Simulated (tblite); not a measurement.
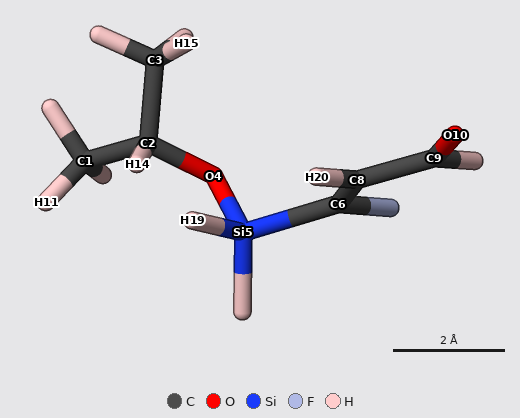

**Figure 1.** The structure as given in the input (stick view, seen at a tilt; atoms are numbered from 1 in the order of the input). Bond lengths as drawn: C–C 1.34 to 1.52 Å, C–F 1.38 Å, C–H 1.08 to 1.14 Å, C–O 1.26 to 1.39 Å, C–Si 1.83 Å, H–Si 1.47 to 1.48 Å and O–Si 1.74 Å.

# Run report: C6H11FO2Si, geometry relaxation (part 1 of 4)

The run: geometry relaxation of C6H11FO2Si. Method and program: GFN2-xTB geometry optimisation, gas phase (tblite 0.8.0).

It belongs to a series of runs on one base structure; here: H on Si replaced by OiPr.

**Log**
```
step      E/eV     max force
  0    -898.03149    4.101
  1    -898.45977    4.483
  2    -898.65021    1.193
  3    -898.73231    0.874
  4    -898.86904    0.715
  5    -898.93651    0.807
  6    -899.02036    0.687
  7    -899.07889    0.687
  8    -899.12825    0.472
  9    -899.16214    0.463
 10    -899.19382    0.434
 11    -899.22168    0.365
 12    -899.24644    0.338
 13    -899.26725    0.327
 14    -899.28333    0.280
 15    -899.29692    0.350
 16    -899.31073    0.345
 17    -899.32188    0.230
 18    -899.32869    0.202
 19    -899.33367    0.178
 20    -899.33945    0.184
 21    -899.34558    0.209
 22    -899.35062    0.171
 23    -899.35429    0.154
 24    -899.35762    0.124
 25    -899.36143    0.144
 26    -899.36513    0.143
 27    -899.36820    0.113
 28    -899.37095    0.128
 29    -899.37396    0.141
 30    -899.37718    0.140
 31    -899.37981    0.132
 32    -899.38163    0.114
 33    -899.38324    0.082
 34    -899.38501    0.122
 35    -899.38674    0.119
 36    -899.38815    0.081
 37    -899.38931    0.071
 38    -899.39041    0.074
 39    -899.39155    0.114
 40    -899.39265    0.110
 41    -899.39363    0.066
 42    -899.39453    0.078
 43    -899.39542    0.088
 44    -899.39636    0.080
 45    -899.39739    0.092
 46    -899.39844    0.087
 47    -899.39942    0.074
 48    -899.40011    0.058
 49    -899.40070    0.047
 50    -899.40124    0.052
 51    -899.40179    0.049
 52    -899.40231    0.062
 53    -899.40279    0.067
 54    -899.40323    0.054
 55    -899.40365    0.053
 56    -899.40404    0.045
 57    -899.40444    0.045
 58    -899.40486    0.040
 59    -899.40526    0.042
 60    -899.40557    0.031
 61    -899.40580    0.030
 62    -899.40600    0.031
 63    -899.40624    0.032
 64    -899.40652    0.042
 65    -899.40684    0.039
 66    -899.40717    0.040
 67    -899.40748    0.043
 68    -899.40779    0.038
 69    -899.40809    0.037
 70    -899.40839    0.033
 71    -899.40864    0.038
 72    -899.40881    0.030
 73    -899.40894    0.028
 74    -899.40904    0.021
 75    -899.40914    0.018
 76    -899.40921    0.017
 77    -899.40929    0.022
 78    -899.40935    0.020
 79    -899.40941    0.016
 80    -899.40946    0.019
 81    -899.40952    0.019
 82    -899.40959    0.021
 83    -899.40968    0.024
 84    -899.40978    0.025
 85    -899.40991    0.024
 86    -899.41005    0.029
 87    -899.41024    0.031
 88    -899.41047    0.038
 89    -899.41077    0.041
 90    -899.41117    0.048
 91    -899.41180    0.076
 92    -899.41293    0.115
 93    -899.41466    0.171
 94    -899.41717    0.205
 95    -899.41951    0.256
 96    -899.42102    0.218
 97    -899.42687    0.157
 98    -899.43132    0.173
 99    -899.43802    0.242
100    -899.44549    0.204
101    -899.45070    0.315
102    -899.45557    0.151
103    -899.46084    0.132
104    -899.46706    0.278
105    -899.47124    0.109
106    -899.47467    0.095
107    -899.47767    0.124
108    -899.47848    0.099
109    -899.47939    0.140
110    -899.48027    0.068
111    -899.48088    0.048
112    -899.48128    0.043
113    -899.48156    0.037
114    -899.48194    0.036
115    -899.48217    0.038
116    -899.48238    0.030
117    -899.48268    0.033
118    -899.48294    0.051
119    -899.48313    0.031
120    -899.48330    0.027
121    -899.48346    0.027
122    -899.48362    0.028
123    -899.48378    0.028
124    -899.48393    0.031
125    -899.48409    0.025
126    -899.48426    0.030
127    -899.48445    0.033
128    -899.48474    0.041
129    -899.48514    0.055
130    -899.48562    0.056
131    -899.48605    0.052
132    -899.48642    0.045
133    -899.48683    0.048
134    -899.48743    0.060
135    -899.48814    0.072
136    -899.48906    0.084
137    -899.48985    0.066
138    -899.49049    0.049
139    -899.49069    0.055
140    -899.49107    0.055
141    -899.49147    0.050
142    -899.49179    0.048
143    -899.49214    0.053
144    -899.49261    0.069
145    -899.49336    0.077
146    -899.49474    0.065
147    -899.49583    0.140
148    -899.49759    0.072
149    -899.49885    0.077
150    -899.50039    0.111
151    -899.50116    0.071
152    -899.50221    0.145
153    -899.50281    0.076
154    -899.50331    0.071
155    -899.50392    0.082
156    -899.50445    0.072
157    -899.50519    0.069
158    -899.50596    0.081
159    -899.50712    0.084
160    -899.50904    0.094
161    -899.50582    0.444
162    -899.51247    0.161
163    -899.51449    0.118
164    -899.51740    0.251
165    -899.51980    0.111
166    -899.52241    0.094
167    -899.52394    0.064
168    -899.52587    0.116
169    -899.52741    0.136
170    -899.52840    0.098
171    -899.52932    0.070
172    -899.53016    0.065
173    -899.53076    0.064
174    -899.53137    0.071
175    -899.53166    0.085
176    -899.53225    0.056
177    -899.53265    0.054
178    -899.53318    0.056
179    -899.53372    0.065
180    -899.53437    0.075
181    -899.53526    0.077
182    -899.53624    0.070
183    -899.53728    0.086
184    -899.53824    0.094
185    -899.53920    0.087
186    -899.54031    0.067
187    -899.54137    0.065
188    -899.54208    0.067
189    -899.54263    0.064
190    -899.54308    0.053
191    -899.54353    0.082
192    -899.54399    0.035
193    -899.54437    0.043
194    -899.54462    0.046
195    -899.54501    0.047
196    -899.54530    0.042
197    -899.54547    0.048
198    -899.54560    0.040
199    -899.54572    0.030
200    -899.54585    0.024
201    -899.54597    0.022
202    -899.54611    0.025
203    -899.54625    0.025
204    -899.54637    0.017
205    -899.54645    0.018
206    -899.54653    0.022
207    -899.54662    0.025
208    -899.54677    0.029
209    -899.54697    0.031
210    -899.54720    0.038
211    -899.54747    0.048
212    -899.54782    0.055
213    -899.54829    0.054
214    -899.54882    0.049
215    -899.54920    0.036
216    -899.54939    0.021
217    -899.54949    0.017
218    -899.54958    0.020
219    -899.54968    0.025
220    -899.54977    0.022
221    -899.54983    0.016
222    -899.54988    0.015
223    -899.54992    0.016
224    -899.54998    0.018
225    -899.55005    0.017
226    -899.55013    0.019
227    -899.55020    0.021
228    -899.55025    0.014
229    -899.55028    0.010
230    -899.55030    0.009
```

**Trajectory as extended XYZ (Å, eV, eV/Å), 39 of the 231 frames kept, from step=0 to step=230**
```
21
Properties=species:S:1:pos:R:3:forces:R:3 step=0 energy=-898.03149
C    -3.1026   -0.2160   -0.2487   -2.4840   0.2930   0.5840
C    -1.6973   -0.0083    0.2022   -0.0380  -0.5130   1.4110
C    -1.6598    1.0694    1.2665   -0.1610   1.3630   0.5260
O    -0.8387    0.2712   -0.8550    2.3680  -2.1870  -0.0640
Si    0.3785   -0.9716   -0.8609   -2.1890   0.8470  -1.3660
C     1.9992   -0.1136   -0.8025    0.9120   0.8180  -0.3390
F     2.2945    0.7686   -1.8213   -0.1590  -0.8500   0.9970
C     2.8711   -0.3247    0.1921    0.7320   0.8520  -0.7400
C     4.1535    0.3936    0.1732    2.0560  -1.0630   3.3860
O     5.0072    0.2360    1.0854   -2.0960   0.4410  -2.3900
H    -3.4205   -1.2809   -0.2398    0.3760   0.7130  -0.4880
H    -3.3301    0.2951   -1.2056    0.2740  -0.5770   0.5190
H    -3.7656    0.2768    0.5419    0.4730  -0.6430  -1.2170
H    -1.3139   -0.9315    0.6945   -1.1480   0.5520   0.1420
H    -0.7456    1.0290    1.8987   -0.6740  -0.0050  -0.4660
H    -2.5837    0.9962    1.8920    1.0760   0.0110  -0.1860
H    -1.7029    2.0689    0.7773    0.1390  -0.5980   0.3110
H     0.2991   -1.8096   -2.0745   -0.0790   0.2540   0.2110
H     0.1410   -1.8058    0.3271    0.6300  -0.0550  -0.2500
H     2.6442   -1.0178    0.9947    0.1640   0.2570  -0.2510
H     4.3638    1.0920   -0.6283   -0.1740   0.0920  -0.3310
21
Properties=species:S:1:pos:R:3:forces:R:3 step=6 energy=-899.02036
C    -3.1707   -0.1961   -0.2293   -0.3740   0.0070  -0.1210
C    -1.7574   -0.0169    0.2880   -0.0280  -0.2690   0.1840
C    -1.6579    1.1336    1.2643   -0.0380   0.0990   0.2700
O    -0.8103    0.1054   -0.7457    0.1080   0.0000  -0.3410
Si    0.3608   -0.9892   -0.9482   -0.1760   0.1410   0.0190
C     2.0183   -0.1078   -0.7980    0.1830   0.1940  -0.3290
F     2.3067    0.7443   -1.7939    0.0140   0.1850  -0.2620
C     2.9232   -0.2791    0.1633    0.0180  -0.1380   0.2990
C     4.2103    0.3946    0.2372   -0.2390  -0.0370  -0.2330
O     5.0349    0.2372    1.0985    0.0780   0.0550   0.0220
H    -3.4014   -1.2497   -0.3302   -0.0900  -0.1290   0.0000
H    -3.3123    0.2507   -1.2005    0.0650   0.3060  -0.2030
H    -3.8607    0.2604    0.4786   -0.0960  -0.1360  -0.1920
H    -1.5080   -0.9327    0.8229   -0.0690  -0.1340   0.4070
H    -0.7647    1.0477    1.8686    0.3460   0.1240  -0.1030
H    -2.4919    1.0246    1.9456   -0.1680   0.2880   0.1570
H    -1.6843    2.1019    0.7720   -0.0360  -0.0860  -0.0140
H     0.2650   -1.8072   -2.1381   -0.0700   0.0890  -0.2820
H     0.2770   -1.8069    0.2347    0.2010  -0.5390   0.3760
H     2.6745   -0.9671    0.9409   -0.0120  -0.2750   0.3620
H     4.3402    1.0690   -0.6217    0.3840   0.2540  -0.0180
21
Properties=species:S:1:pos:R:3:forces:R:3 step=12 energy=-899.24644
C    -3.2155   -0.1963   -0.2634   -0.1170   0.0320   0.1240
C    -1.8321   -0.0536    0.3713    0.1630  -0.1740   0.0610
C    -1.6594    1.1482    1.2975   -0.0730   0.1130  -0.0970
O    -0.8584   -0.0245   -0.6653    0.0760  -0.0450   0.0880
Si    0.3687   -1.0364   -0.9459   -0.0040  -0.0490   0.3340
C     2.0427   -0.1054   -0.8330   -0.0100   0.0600   0.0690
F     2.3413    0.7679   -1.8246   -0.0950  -0.2390   0.1860
C     2.9277   -0.2748    0.1618    0.1560   0.1130  -0.1220
C     4.2239    0.4089    0.2279   -0.0650  -0.0180  -0.0280
O     5.0471    0.2513    1.0936   -0.0390  -0.1060   0.1450
H    -3.4375   -1.2511   -0.4087    0.0140   0.0430  -0.1550
H    -3.2703    0.3126   -1.2217    0.1280   0.0360   0.0410
H    -3.9810    0.2163    0.3862   -0.0070   0.0460   0.0610
H    -1.6553   -0.9404    0.9964    0.0290  -0.0690  -0.0820
H    -0.6962    1.1029    1.8041   -0.0800  -0.1070  -0.0220
H    -2.4598    1.1509    2.0343    0.0940  -0.0400   0.0340
H    -1.6931    2.0847    0.7573   -0.0760   0.1110  -0.2400
H     0.2199   -1.7294   -2.2262   -0.0230   0.1990   0.0830
H     0.4500   -1.9496    0.2086    0.0250  -0.0670  -0.1900
H     2.7010   -0.9722    0.9611    0.0310   0.1450  -0.1830
H     4.4274    1.1069   -0.6023   -0.1280   0.0150  -0.1080
21
Properties=species:S:1:pos:R:3:forces:R:3 step=18 energy=-899.32869
C    -3.2317   -0.1890   -0.2609    0.0850   0.0280   0.0050
C    -1.8663   -0.0897    0.4268    0.0020   0.0160   0.0000
C    -1.6735    1.1663    1.2778    0.0010  -0.0920   0.0040
O    -0.8686   -0.1068   -0.5791    0.0330  -0.0140   0.0600
Si    0.3841   -1.0667   -0.8730    0.0060  -0.0370  -0.0390
C     2.0356   -0.1011   -0.8149   -0.0700  -0.0260  -0.0240
F     2.3115    0.7329   -1.8356   -0.1190  -0.0060  -0.0220
C     2.9549   -0.2588    0.1418   -0.0590  -0.0120   0.0230
C     4.2402    0.4204    0.2144   -0.0130  -0.0110   0.0640
O     5.0262    0.2383    1.1115    0.1500   0.1180  -0.0660
H    -3.4553   -1.2272   -0.4977    0.0240   0.0460  -0.0210
H    -3.1998    0.3715   -1.1919   -0.0210   0.0660   0.0410
H    -4.0290    0.2061    0.3632    0.0950  -0.0100   0.0450
H    -1.7153   -0.9700    1.0672   -0.0770   0.0480   0.0290
H    -0.6915    1.1109    1.7449    0.0150   0.1240  -0.0690
H    -2.4146    1.2117    2.0715   -0.0730  -0.0120  -0.0810
H    -1.7338    2.0702    0.6718   -0.0070  -0.1570   0.0210
H     0.1916   -1.5902   -2.2168    0.0100  -0.0030  -0.0560
H     0.5529   -2.0961    0.1584   -0.0440   0.0090  -0.0570
H     2.7292   -0.9460    0.9421    0.0500   0.0070   0.0560
H     4.4444    1.1302   -0.6123    0.0120  -0.0800   0.0880
21
Properties=species:S:1:pos:R:3:forces:R:3 step=24 energy=-899.35762
C    -3.2214   -0.1735   -0.2614    0.0540   0.0150  -0.0180
C    -1.8738   -0.1145    0.4578   -0.0330   0.0550  -0.0020
C    -1.6816    1.1605    1.2701    0.0150   0.0240  -0.0260
O    -0.8534   -0.1576   -0.5142   -0.0050  -0.0220  -0.0300
Si    0.3889   -1.1024   -0.8638    0.0510  -0.0140  -0.0760
C     2.0253   -0.1120   -0.7973    0.0210  -0.0650   0.0420
F     2.2481    0.7103   -1.8392    0.0440   0.0510   0.0430
C     2.9618   -0.2473    0.1494   -0.0160  -0.0330   0.0820
C     4.2502    0.4285    0.2238    0.0380   0.0590  -0.0630
O     5.0597    0.2645    1.1042   -0.0850  -0.0150  -0.0360
H    -3.4484   -1.1949   -0.5559    0.0090   0.0050  -0.0070
H    -3.1716    0.4344   -1.1610   -0.0190   0.0710   0.0340
H    -4.0169    0.1983    0.3769    0.0090  -0.0240   0.0270
H    -1.7787   -0.9819    1.1218    0.0400  -0.0430   0.0170
H    -0.6825    1.1577    1.7011   -0.0410   0.0170   0.0560
H    -2.4188    1.2292    2.0647    0.0090   0.0000  -0.0130
H    -1.7654    2.0249    0.6176   -0.0550   0.0350   0.0000
H     0.1817   -1.5264   -2.2404    0.0170  -0.0420  -0.0400
H     0.5859   -2.1720    0.1086   -0.0350  -0.1000   0.0210
H     2.7537   -0.9329    0.9545   -0.0320  -0.0510   0.0840
H     4.4482    1.1240   -0.6082    0.0150   0.0780  -0.0950
21
Properties=species:S:1:pos:R:3:forces:R:3 step=30 energy=-899.37718
C    -3.2005   -0.1570   -0.2563   -0.0650  -0.0280   0.0020
C    -1.8524   -0.1183    0.4548    0.0310  -0.0330  -0.0170
C    -1.6869    1.1642    1.2573   -0.0140   0.0380   0.0260
O    -0.8294   -0.1725   -0.5157   -0.0070  -0.0140   0.0020
Si    0.3960   -1.1385   -0.8799   -0.0840  -0.0600   0.0210
C     2.0226   -0.1420   -0.7723    0.0120   0.0340   0.0170
F     2.2340    0.7112   -1.7953    0.0370  -0.0370   0.0250
C     2.9554   -0.2526    0.1803    0.0460   0.0260  -0.0380
C     4.2393    0.4456    0.2087   -0.0150  -0.0270   0.0290
O     5.0641    0.2903    1.0752    0.0330   0.0190   0.0340
H    -3.4295   -1.1673   -0.5853    0.0080   0.0220  -0.0570
H    -3.1746    0.4983   -1.1233    0.0130   0.0030   0.0220
H    -3.9821    0.1830    0.4169   -0.0350  -0.0470  -0.0040
H    -1.7649   -0.9892    1.1211    0.0380   0.0620  -0.0310
H    -0.7021    1.1978    1.7131    0.0580   0.0160  -0.0070
H    -2.4362    1.2181    2.0400   -0.0400  -0.0020   0.0410
H    -1.8022    2.0183    0.5963    0.0370   0.0500   0.0050
H     0.1976   -1.5364   -2.2708    0.0280  -0.0120   0.0620
H     0.5445   -2.2322    0.0852    0.0030   0.0030  -0.0840
H     2.7642   -0.9361    0.9959    0.0500   0.0340  -0.0400
H     4.4342    1.1323   -0.6370   -0.1320  -0.0460  -0.0080
21
Properties=species:S:1:pos:R:3:forces:R:3 step=36 energy=-899.38815
C    -3.1987   -0.1508   -0.2542    0.0110   0.0120   0.0130
C    -1.8503   -0.1155    0.4600    0.0210  -0.0080   0.0070
C    -1.6899    1.1774    1.2555    0.0060  -0.0090  -0.0310
O    -0.8270   -0.1950   -0.5078    0.0160   0.0390  -0.0100
Si    0.3939   -1.1633   -0.8791    0.0270   0.0590   0.0280
C     2.0209   -0.1555   -0.7511   -0.0040  -0.0290   0.0090
F     2.2353    0.6997   -1.7735   -0.0220  -0.0580   0.0240
C     2.9605   -0.2591    0.1962   -0.0120  -0.0350   0.0060
C     4.2345    0.4523    0.2065   -0.0580   0.0050  -0.0070
O     5.0743    0.3206    1.0628    0.0010   0.0550  -0.0590
H    -3.4148   -1.1439   -0.6389    0.0490   0.0010  -0.0110
H    -3.1708    0.5467   -1.0872   -0.0370   0.0150  -0.0030
H    -3.9884    0.1452    0.4305   -0.0180  -0.0400  -0.0140
H    -1.7579   -0.9765    1.1344   -0.0330   0.0010   0.0250
H    -0.7007    1.2297    1.7053   -0.0340  -0.0360   0.0000
H    -2.4448    1.2228    2.0372    0.0670   0.0170  -0.0130
H    -1.8121    2.0291    0.5913    0.0050   0.0160   0.0110
H     0.2124   -1.5401   -2.2746   -0.0060   0.0040  -0.0110
H     0.5404   -2.2970    0.0346    0.0080   0.0190  -0.0020
H     2.7913   -0.9372    1.0183   -0.0280  -0.0350  -0.0050
H     4.3830    1.1274   -0.6571    0.0430   0.0070   0.0430
```
